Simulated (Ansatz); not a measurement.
How far to go with the plane-wave cutoff: Cd2SeS (P3m1, 4 atoms in the cell)

```xyz
4
Lattice="4.3105 0.0000 0.0000 -2.1553 3.7330 0.0000 0.0000 0.0000 7.0289" Properties=species:S:1:pos:R:3 pbc="T T T"
Cd     0.0000     0.0000     3.4958
Cd     0.0000     2.4887     0.0678
Se     0.0000     2.4887     4.3983
S      0.0000     0.0000     0.8602
```

Level of theory: PBEsol, default PAW files made with PBE (plane waves; Ansatz, a program for electronic structure).

Base settings: basis.ecutwfc = 420 eV; kpoints.mp_grid.grid = 7 7 4; hamiltonian.xc = pbesol; hamiltonian.pseudopotentials = {kind: paw} (the program's default PAW files); scf.occupations.method = fermi_dirac; scf.occupations.width = 0.05 eV.

The second cell is the first with its lattice scaled by 0.98.

The mesh stays at the base's, so the ladder's end is converged at best in this setting alone.

The first pressure column holds Ansatz's estimate of the finite-basis (Pulay) stress, which hides part of the cutoff error; the other is without it.

Only quantities that move along the ladder and can be compared are tabulated.

The count of work is k-points × plane waves × bands × iterations; it is no time. 

The starting cell comes from a database of computed structures (which also holds hypothetical and non-ambient phases and stackings), without a prior relaxation at this level. Its lattice was rescaled by up to half a per cent. One atom was moved a little off its site on purpose. In the base run, with a pressure of about -3 GPa the cell is away from its equilibrium volume at this level.

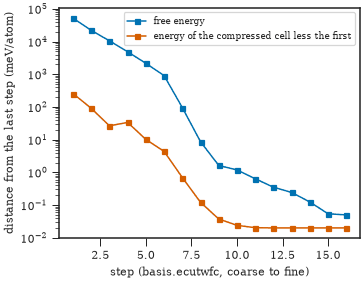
Distance from the last step along the ladder; very small values are drawn at a floor.

```tsv
basis.ecutwfc	free energy less the last step's (meV/atom)	energy of the compressed cell less the first (meV/atom)	pressure (GPa)	pressure without the Pulay estimate (GPa)	largest difference of a force vector from the last step's (eV/Å)	count of work / last
145 eV	52006.18	237.49	-0.19	-970.56	1.042	0.068
170 eV	22005.77	-111.15	-5.62	-507.66	0.207	0.078
190 eV	10541.62	-46.56	-4.41	-286.09	0.220	0.093
210 eV	4877.31	13.66	-2.33	-155.95	0.074	0.095
230 eV	2160.91	-9.85	-3.39	-82.15	0.142	0.11
250 eV	910.76	-15.64	-3.09	-41.96	0.035	0.13
295 eV	95.82	-19.33	-3.18	-9.12	0.010	0.16
335 eV	8.64	-19.90	-3.27	-3.94	0.001	0.19
380 eV	1.63	-19.98	-3.27	-3.29	0.000	0.23
420 eV	1.19	-20.00	-3.27	-3.29	0.000	0.27
460 eV	0.64	-20.00	-3.27	-3.29	0.000	0.31
505 eV	0.35	-20.01	-3.27	-3.28	0.000	0.35
565 eV	0.24	-20.02	-3.27	-3.28	0.000	0.42
630 eV	0.12	-20.02	-3.27	-3.28	0.000	0.49
735 eV	0.05	-20.02	-3.27	-3.27	0.000	0.62
840 eV	0.03	-20.02	-3.27	-3.27	0.000	0.76
1010 eV	0.00	-20.02	-3.27	-3.27	0.000	1.0
```

Coarsest basis.ecutwfc that holds the pressure within 0.5 GPa of the last step, with all finer ones: 230 eV, at 0.11 of the last step's count of work; the step before is off by 0.94 GPa.

Coarsest basis.ecutwfc that holds the forces within 0.02 eV/Å of the last step, with all finer ones: 295 eV, at 0.16 of the last step's count of work; the step before is off by 0.035 eV/Å.

Coarsest basis.ecutwfc that holds the free energy within 5 meV/atom of the last step, with all finer ones: 380 eV, at 0.23 of the last step's count of work; the step before is off by 8.6 meV/atom.

The energy difference between the two cells stays within 1 meV/atom of the last step's from 295 eV on, the total only from 460 eV on: much of the error is common to both cells and cancels.

At the lowest cutoff the pressure without the Pulay estimate lies 967 GPa under the last step's, the usual sign of Pulay stress in an incomplete plane-wave basis.

Keys are those of Ansatz 0.2.
